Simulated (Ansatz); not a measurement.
# AlClFHO: what the fields show

```xyz
5

Al   -0.0760   -0.0283   -0.0219
O    -0.1028   -0.1220    1.6367
H    -0.7686   -0.1763    2.2974
F     1.3706    0.0472   -0.7853
Cl   -1.8004   -0.0021   -1.1898
```

These are results of RHF/def2-SVP (Ansatz 0.2.0), not measurements.

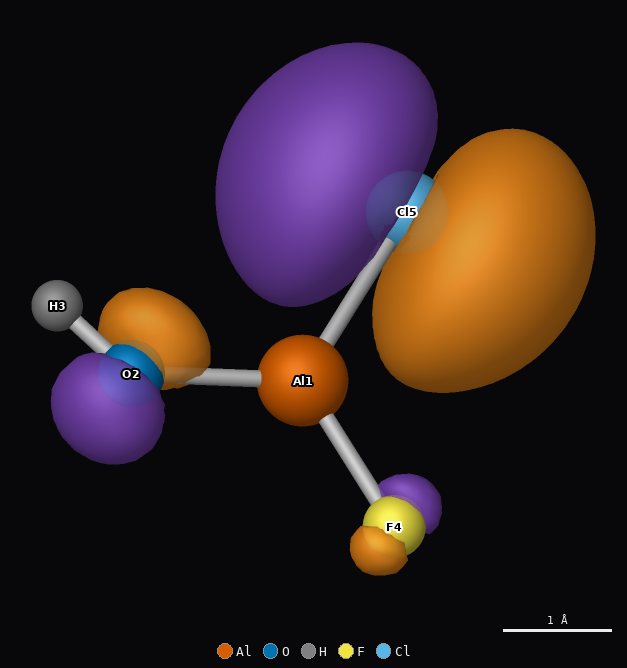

Figure 1. The HOMO at ±0.1 Å⁻³ᐟ² (orange and purple are the two phases), seen at a tilt.

Q: Where does this orbital lie, and at what energy?

A: Its weight (Hirshfeld) is mainly on Cl5 (about 90 %); it is symmetric in the molecular plane (an in-plane orbital: σ, lone-pair or in-plane π type); largely a lone pair of Cl5. Its energy is −12.81 eV.

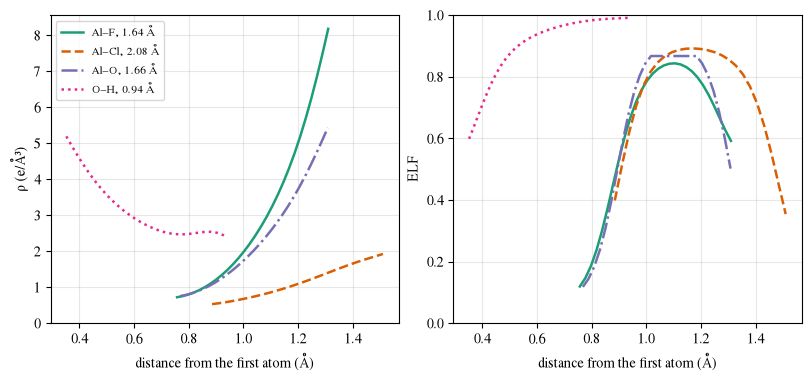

Figure 2. Electron density and ELF along straight lines between neighbouring atoms. The curves leave out the atomic cores.

Q: What can be read from the curves?

A: Al–F (1.64 Å): ρ at the midpoint is about 0.85 e/Å³; the ELF peaks at about 0.85 in the valence shell of F, 0.5 Å from its nucleus, and is about 0.25 at the midpoint.
Al–Cl (2.08 Å): ρ at the midpoint is about 0.74 e/Å³; the ELF peaks at about 0.90 in the valence shell of Cl, 0.9 Å from its nucleus, and is about 0.85 at the midpoint.
Al–O (1.66 Å): ρ at the midpoint is about 0.88 e/Å³; the ELF peaks at about 0.85 in the valence shell of O, 0.6 Å from its nucleus, and is about 0.25 at the midpoint.
O–H (0.94 Å): ρ at the midpoint is about 3.8 e/Å³; the ELF climbs to about 1 towards the hydrogen, as it does in any bond to H: a covalent bond by its length.

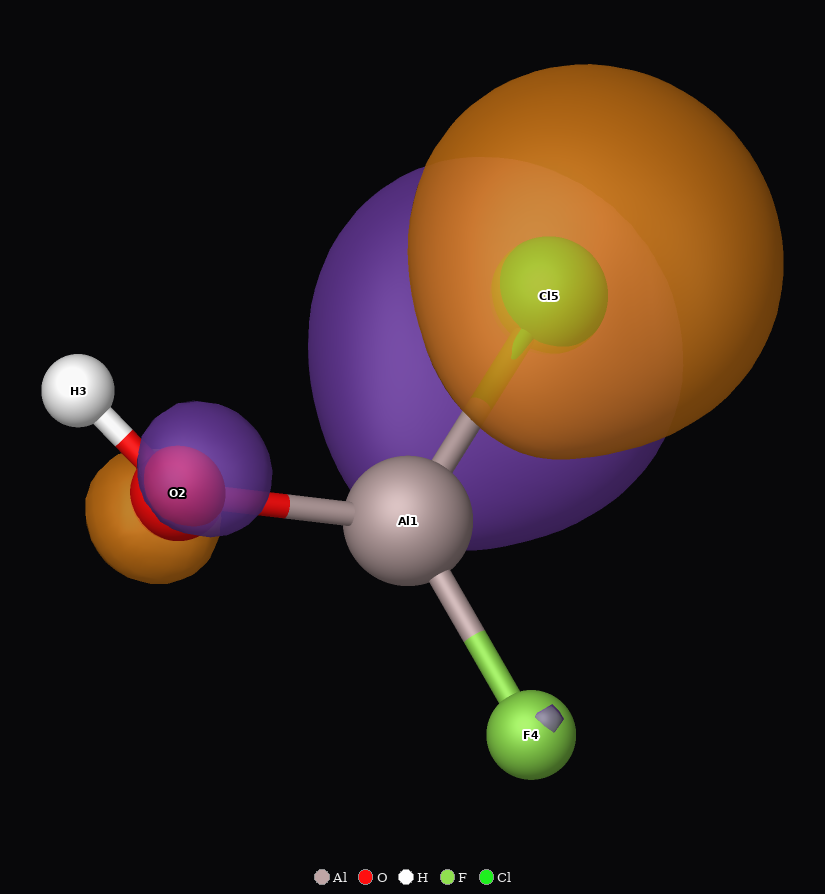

Figure 3. The HOMO−1 at ±0.1 Å⁻³ᐟ² (orange and purple are the two phases), seen at a tilt.

Q: What is the character of this orbital?

A: Its weight (Hirshfeld) is mainly on Cl5 (about 90 %); it changes sign across the molecular plane (π type). Its energy is −12.97 eV.
